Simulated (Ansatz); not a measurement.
Electronic density of states of amorphous Al28O45H6, density 2.94 g/cm³, on a 2×2×2 Γ-centred mesh with a Gaussian width of 0.1 eV; energies count from the Fermi level, whose place inside the gap is arbitrary. Cell and mesh are small, so fine structure isn't converged. These are PBE, scalar-relativistic without spin-orbit coupling (plane waves to 420 eV, PAW; Ansatz, a program for electronic structure) values and carry that method's errors. Sampling: a 2×2×2 Γ-centred mesh; Fermi-Dirac width 0.02 eV; no spin polarisation. At PBE the levels at the filled edge of the gap are localised (band-tail or defect states).

A CHGNet melt-quench gave the starting glass, which DFT then relaxed. O atoms were pushed apart under 1.9 Å during the dynamics, to hinder bonds among them. The hot cell started wider than the set density and was brought back towards it in steps. It is the lowest in DFT energy of 2 quenches. It is a model cell: composition and starting density were chosen by hand, and all elements were melted together. No dispersion term was used. Its density started from a set value of 2.95 and ended at 2.94 g/cm³. Cooling (nominally 690 K/ps over its main leg) ran many orders faster than in experiment, which tends to leave more defects and strain. A cell of this size samples the disorder only roughly. The volume was free in the relaxation, at fixed shape. Stress components on the final sampling reach 3.3 GPa.

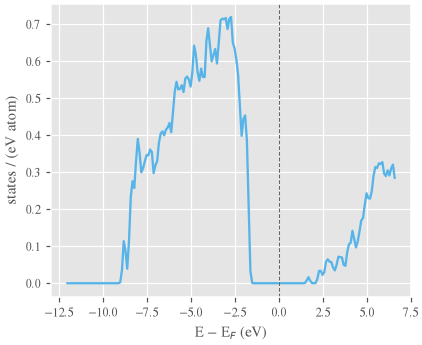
Density of states per atom

The level gap on this mesh is 3.42 eV; the broadening fills part of it in the curve.
